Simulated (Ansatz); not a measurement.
Response to strain in hypothetical I4/mmm MgB2

Take MgB2 (space group I4/mmm, No. 139; a hypothetical phase, not in the database extracts checked; relaxed with 0.1 eV smearing) as the base.

Space group I4/mmm (No. 139); a = 2.683 Å, b = 2.683 Å, c = 8.395 Å, α = 90.00°, β = 90.00°, γ = 90.00°

```tsv
atom	site	symmetry	x	y	z
Mg	2a	4/mmm	0.0000	0.0000	0.0000
B	4e	4mm	0.0000	0.0000	0.2828
```
(The calculation used a cell of 3 atoms; values per cell refer to that cell.)

Strains are applied to the cell and any free atomic positions relax.

Method: Ansatz (a first-principles code), PBE, PAW, cutoff 420 eV, no spin-orbit coupling.

Notes on the quantities. energy relative to the base: free energy F.

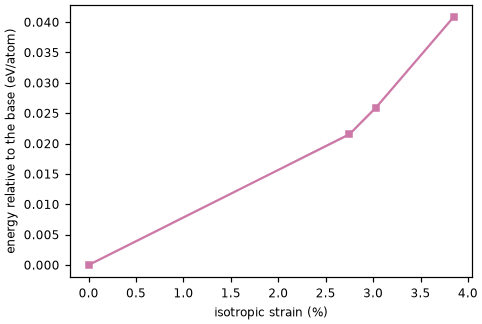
Figure: Energy relative to the base against isotropic strain

```csv
isotropic strain (%),energy relative to the base
2.75,+22 meV/atom
3.03,+26 meV/atom
3.85,+41 meV/atom
```

Whether these cells are dynamically stable was not tested. All final runs are without spin polarisation.
